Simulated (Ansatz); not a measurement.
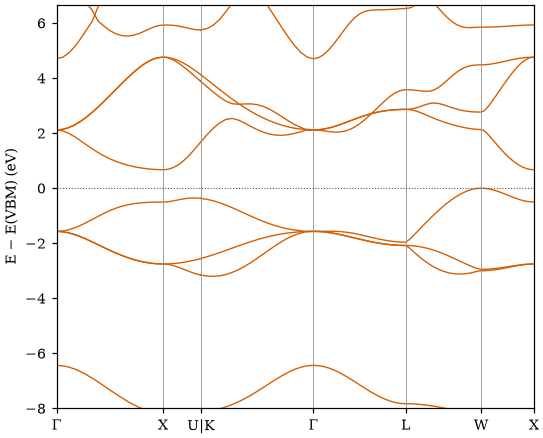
Figure. Band structure from plane-wave PAW PBE (Ansatz code)

Q: Read off the gap and where the band edges lie.

A: About 0.7 eV (0.67 eV by a search for the band edges); maximum at W, minimum at X.

The material is PbSe (zinc blende, F-43m).

The cell is a constructed one: a structure type filled with these elements; neither database checked (COD, Materials Project) lists it. It is not the phase usual at ambient conditions (space group No. 225). Symmetry was held in the PBE relaxation; its stability against distortions is not shown here. Spin–orbit coupling is left out wherever it is not named.

Potentials: the later of the program's two PAW sets.
